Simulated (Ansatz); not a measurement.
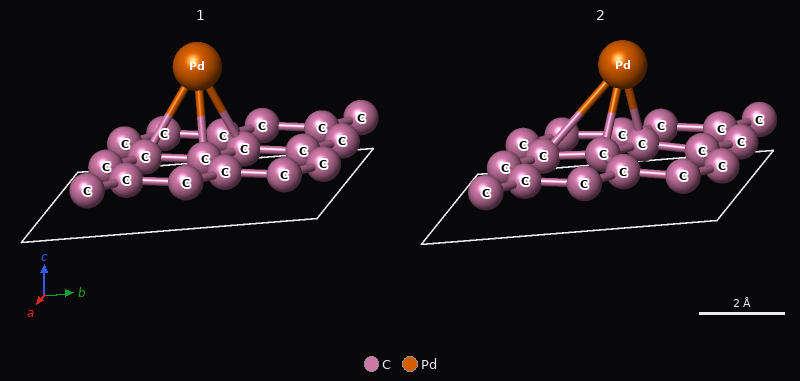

Two geometries of a slab of composition PdC$_{18}$, drawn at one scale. One is the start of a relaxation, the other its converged end. The picture is a ball-and-stick view of the cell of the calculation, outlined in the plane, without the vacuum (origin shifted), seen slightly off an axis.

Method: DFT PBE, scalar-relativistic, plane waves, PAW in Ansatz 0.2.0. Set-up: plane-wave cutoff 420 eV; k-point mesh 2 × 2 × 1; occupations gaussian; smearing width 0.05 eV; no spin polarisation; atoms relaxed in a fixed cell; force threshold 0.03 eV/Å; at most 60 steps.

**Which geometry has the lower energy?**

Structure 2 is the relaxed one. It is Pd on graphene monolayer, set down by a guess. The run prepares an end point of a later path (adatom hop) calculation, from a guessed geometry. The atom that moves furthest relative to the layer's centre is the Pd atom (0.60 Å within the plane). Largest moves by element: Pd 0.60 Å, C 0.13 Å. The lattice vectors keep their values. Near-neighbour distances that change, for instance: C–Pd 2.469 → 2.865 Å, C–Pd 2.445 → 2.163 Å, C–Pd 2.194 → 2.164 Å, C–C 1.424 → 1.442 Å. Among the angles between lasting bonds that change: C–C–Pd 83.1° → 103.5°, C–C–Pd 82.1° → 70.5°, C–C–Pd 93.4° → 103.5°. Over 9 accepted moves (12 points after the start) the energy falls by 0.147 eV per cell of the calculation. Largest force component: 0.72 eV/Å at the start, 0.021 eV/Å at the end. The line search rejected the trial steps at points 3, 8, 11 of the run. The forces were under the threshold at step 10, but the run went on from there. Cost: 97 s on 1 thread of AMD EPYC 7R43 64-Core Processor (Zen 3), with other jobs on the host, peak memory 0.69 GiB.

Limits of the set-up: the periodic images lie only 7.4 Å apart, so the values are limited by the cell's size.
